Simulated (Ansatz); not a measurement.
Consider ReI2 (1T sheet).

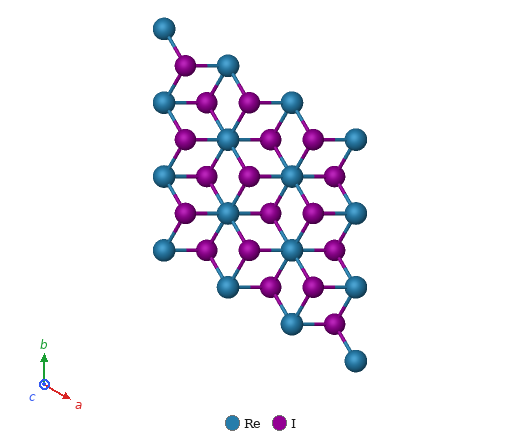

The structure (rhenium blue, iodine purple). 3×3×1 cells are drawn. Some periodic images of atoms are drawn too.

The cell holds 3 atoms: 1 Re and 2 I. Cell: a = 3.997 Å, b = 3.997 Å, c = 30.818 Å, α = 90.0°, β = 90.0°, γ = 120.0°. Vacuum lies along c.

```xyz
3
Lattice="0.0000 2.8262 2.8262 2.8262 -2.8262 0.0000 17.7930 17.7930 -17.7930" Properties=species:S:1:pos:R:3
Re    5.6318    5.6318   -5.6318
I     8.3015    5.4753   -5.4753
I     5.7883    5.7883   -2.9621
```

The structure was relaxed with LDA. The structure was generated from a model, not taken from a measurement. The runs that relaxed it are not among those shown. The program's search for lower electronic states was switched off, so nothing shows that the state found is the lowest. Spin-orbit coupling is left out unless a run names it. PAW set soft_2, made with PBE.

A constrained-RPA run (Ansatz 0.2.0; non-magnetic LDA; Re d, bands v3 to c2, 6×6×1 mesh, medium accuracy) builds 5 functions on bands 4.0 eV wide, with 5.0 electrons in the window. The bare on-site interaction is 9.2 eV and the bare J 0.30 eV.

Estimate U, U′ and J.

On the Re d shell, U = 2.81 eV (30 % of the bare value), U′ = 2.33 eV, J = 0.21 eV.

The parent state is non-magnetic and the interaction static (zero frequency); U depends on the window and the orbitals, so it belongs to this model alone. Spin-orbit coupling, which is strong for atoms this heavy, is left out.

[Paths, hosts, dates, memory and timing lines, banners, echoed tables and standing remarks are left out of the program output.]

[Logs are printed without paths, hosts, clocks, repeated set-up lines and the standing remarks that a program may print on its own settings, such as how far it seeks lower states.]

[Runs of the session that timed out or met a known fault of the program may be left out.]

[Hosts, paths, dates, database ids (printed as entryN), source tags and the programs' standing remarks are cut or masked in the printed files.]
